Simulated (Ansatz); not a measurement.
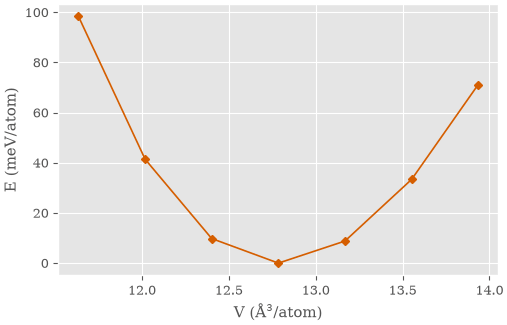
Figure. Ta3N5 in space group Cmcm (No. 63; Pearson symbol oS32) under volume change, plane-wave PAW r²SCAN (Ansatz code), shape and atoms relaxed at each volume.

**Question.** What does a third-order Birch–Murnaghan fit give for V₀, B₀ and B′?

**Answer.** V₀ = 12.79 Å³/atom, B₀ = 256 GPa, B′ = 4.4.

The first step of the workflow began from a Materials Project structure, measured or hypothetical; the Crystallography Open Database files this formula in space group No. 63, but the cells were not matched. Its standing as an ambient phase is unchecked. The r²SCAN relaxation kept the symmetry of its start; its stability against distortions is not shown here. No spin polarisation was allowed. Scalar-relativistic: spin–orbit coupling is off unless named, which matters more the heavier the elements.

Potentials: the later of the program's two PAW sets.
